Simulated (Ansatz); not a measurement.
A computed series for LaN: pressure series

Take LaN (space group P4/nmm, No. 129; a = 3.705 Å, c = 5.272 Å; a model cell, its experimental status unchecked) as the base.

Cell and atoms are relaxed at each pressure.

Method: PBEsol, PAW, 420 eV (Ansatz, a first-principles code; no SOC).

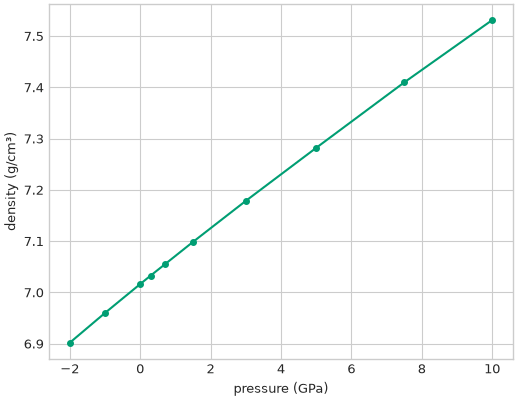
Density against pressure

Task: From the plot, what is the density for pressure −2 GPa?

Result: About 6.90 g/cm³.

Task: Is the trend monotonic over the range shown?

Result: Yes, it rises throughout, spanning 6.90 g/cm³ to 7.53 g/cm³.

Load acts through the strain it causes; cell and atoms are relaxed under it. Stability against distortions was not tested. Competing high-pressure phases were not computed. The base started in Pnma and relaxed to P4/nmm at this level. All final runs are without spin polarisation.
